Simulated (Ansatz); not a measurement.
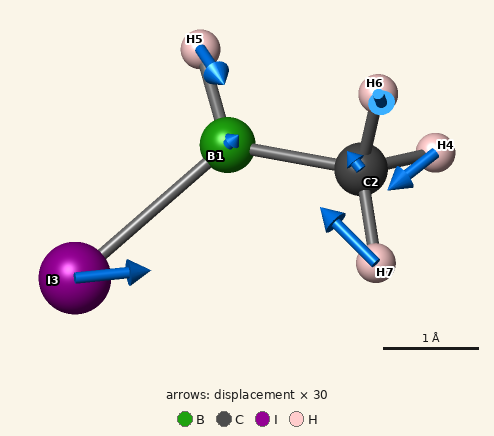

This is a relaxation of CH₄BI. The starting structure is drawn; blue arrows show the displacements, 30 times their true length. The two geometries are superimposed by the best rigid fit.

The picture is a ball-and-stick view, seen at a tilt.

It is one of the separated reactants of a reaction.

Level of theory: RKS PBE0-D4/def2-TZVP (Ansatz 0.2.0). Set-up: force threshold 0.005 eV/Å; at most 200 steps.

> What did the optimiser do to the structure, and how much energy did it gain?

The atom that moves furthest after the best rigid fit is H7 (0.029 Å). Largest moves by element: H 0.029 Å, I 0.027 Å, C 0.008 Å, B 0.006 Å. Among the contacts that change: B1–H5 1.214 → 1.192 Å, B1–I3 2.141 → 2.124 Å, C2–H6 1.115 → 1.099 Å, C2–H7 1.106 → 1.089 Å. The energy falls by 0.54 kcal/mol in 5 geometry steps. Largest force component: 0.45 eV/Å at the start, 0.0045 eV/Å at the end. Cost: 19 s on 2 threads of Arm Neoverse V1, on a shared host.
